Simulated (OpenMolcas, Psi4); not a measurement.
# C2H7BO: a line through the functionals

The species is C2H7BO (11 atoms), meant as a singlet with charge 0. SMILES: `CBOC`. Geometry: relaxed at PBE0-D4/def2-TZVP. This is one conformer, not always the lowest.

The HOMO–LUMO gap y, in eV, basis cc-pVDZ; a is the functional's share of exact exchange. Programs: OpenMolcas 26.06, Psi4 1.11.

```
functional     program     a  y (eV)
       PBE  OpenMolcas     0    6.21
      TPSS  OpenMolcas     0    6.58
     B3LYP  OpenMolcas   0.2    8.29
      PBE0  OpenMolcas  0.25       ?
     BHLYP        Psi4   0.5   11.28
```

Task: Fit y = c + s·a to the known rows and predict PBE0.

Result: 
1. Means of the 4 rows: a = 0.1750, y = 8.090.
2. Σ(Δa)² = 0.1675, Σ(Δa·Δy) = 1.635, so the slope is 1.635/0.1675 = 9.7612.
3. Intercept: 8.090 − (9.7612) × 0.1750 = 6.382. The largest residual of the fit is 0.20.
4. PBE0: 6.382 + (9.7612) × 0.25 = 8.82 eV.

The run gave 8.75 eV, so the prediction is off by +0.07 eV, within the largest residual. Exact exchange lowers occupied levels and raises empty ones. The rows mix families of semi-local functionals, which the line can't see.

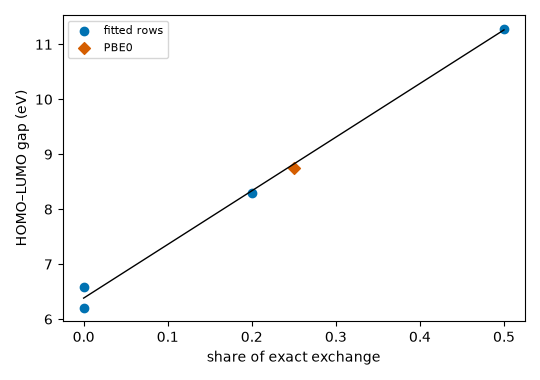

The fitted line, with the withheld row.
